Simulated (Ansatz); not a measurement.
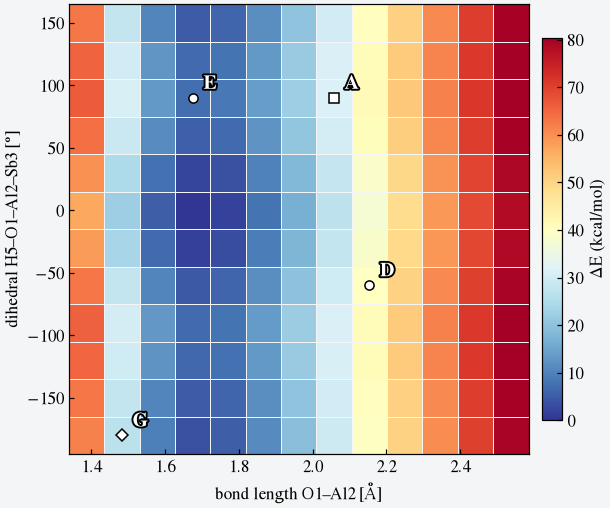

AlBrH3OSb, SMILES [OH][AlH][SbH][Br]. Coordinates scanned: (1) bond length O1–Al2; (2) dihedral H5–O1–Al2–Sb3. Nothing is relaxed (all other coordinates rigid). Grid: 13 × 12 points. Points are written as (first, second). Energies: kcal/mol, counted from the lowest grid point. The reference is spin-restricted, which grows unreliable where a bond is stretched far. The calculation used RKS CAM-B3LYP-D4/def2-SVP (Ansatz 0.2.0).

Drawn: one coloured cell a grid point, lettered points.

> Is D the lowest point of the computed grid?

No. D lies 40 kcal/mol above the lowest grid point, which is at (1.675 Å, 0°).

> Rank the lettered points by energy, lowest first.

E (7 kcal/mol), G (27 kcal/mol), A (32 kcal/mol), D (40 kcal/mol).
